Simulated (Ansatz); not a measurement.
ClGa···NH3

The calculation's input:

```
crystal:
  periodic: [false, false, false]
  atoms:
    - { symbol: Ga, position_ang: [1.406781, -1.958988, 0.060589] }
    - { symbol: "N", position_ang: [-0.215475, 0.722131, -0.653947] }
    - { symbol: H, position_ang: [-0.365004, 0.25389, 0.242933] }
    - { symbol: Cl, position_ang: [0.197629, -1.475787, 1.928091] }
    - { symbol: H, position_ang: [-1.116705, 0.785684, -1.126399] }
    - { symbol: H, position_ang: [0.092875, 1.672969, -0.451166] }
basis:
  gaussian: { orbitals: def2-SVP }
hamiltonian:
  xc: b3lyp
  dispersion: d4
relax:
  f_tol: 0.03
  max_steps: 50
output:
  orbitals: {}
```

Launched as:

```sh
ansatz run input.yaml --threads 2 --pin off --max-ram 3072MiB --backend cpu --events-out ev --progress --plain --runs-dir out
```

The fields are those of the run's last geometry, not of the input's.

Level of theory: Ansatz, RKS B3LYP-D4/def2-SVP.

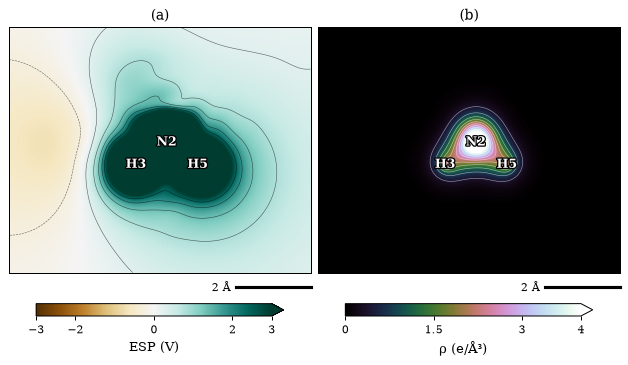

Figure 1. (a) electrostatic potential; (b) electron density on the plane of atoms H3, N2 and H5.

Interpret the plot.

Answer. The plane passes through N and H nuclei. N–H (1.02 Å): ρ at the midpoint is about 2.8 e/Å³. Outside the dense part of the complex the potential is most negative (−0.7 V) near Cl4, which lies off the plane.

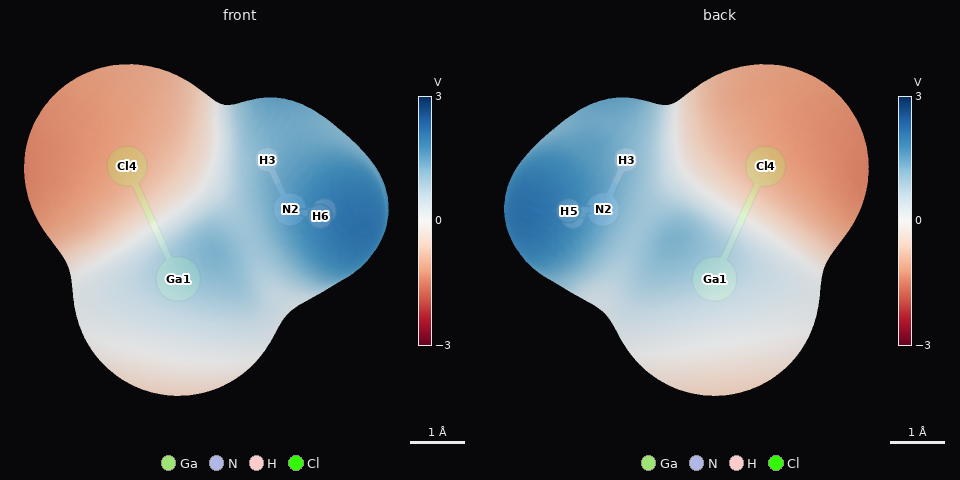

Figure 2. The molecular electrostatic potential painted on the density surface at 0.002 e/bohr³, seen from the front and from behind; the colour scale runs from red (negative) to blue (positive).

Where is the surface potential most negative and most positive?

Answer. The most negative region (about −1.4 V) lies over Cl4, the most positive (about +2.2 V) over H5 and H6.

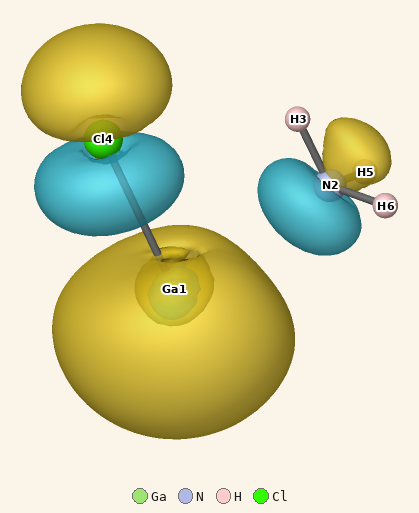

Figure 3. The HOMO at ±0.1 Å⁻³ᐟ² (yellow and cyan are the two phases), seen at a tilt.

Where does this orbital lie, and at what energy?

Answer. It lies mainly on Ga1 (about 65 %), Cl4 (about 30 %) and N2 (about 5 %). Its energy is −6.08 eV.

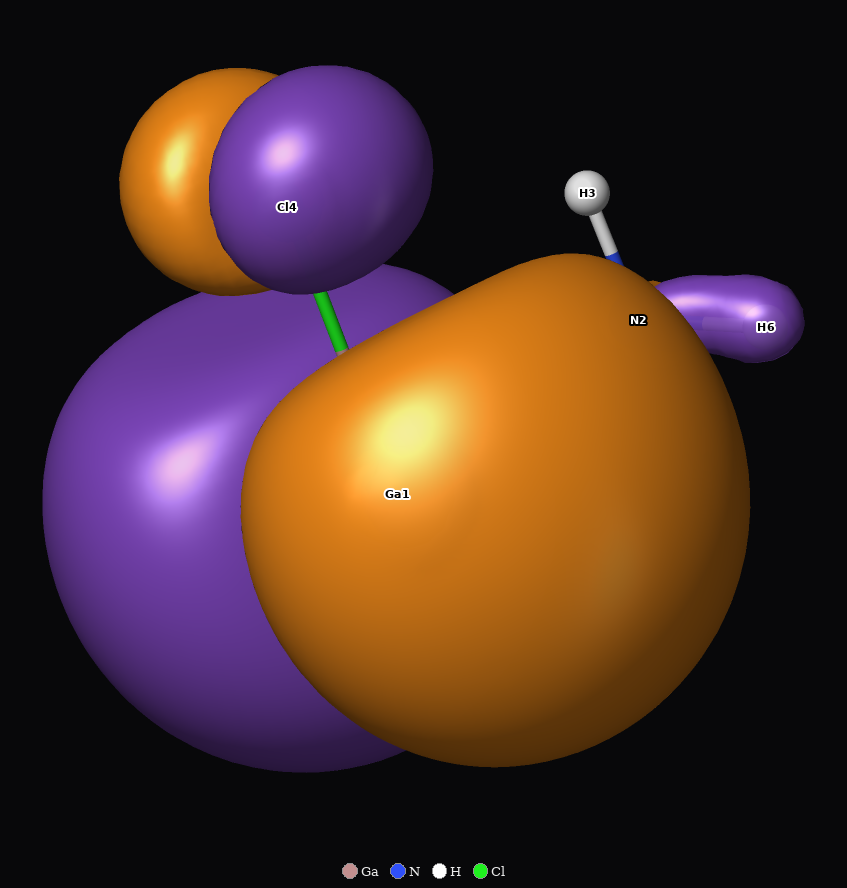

Figure 4. The LUMO at ±0.06 Å⁻³ᐟ² (orange and purple are the two phases), seen at a tilt.

What is the character of this orbital?

Answer. It lies mainly on Ga1 (about 85 %) and Cl4 (about 10 %). Its energy is −1.18 eV.
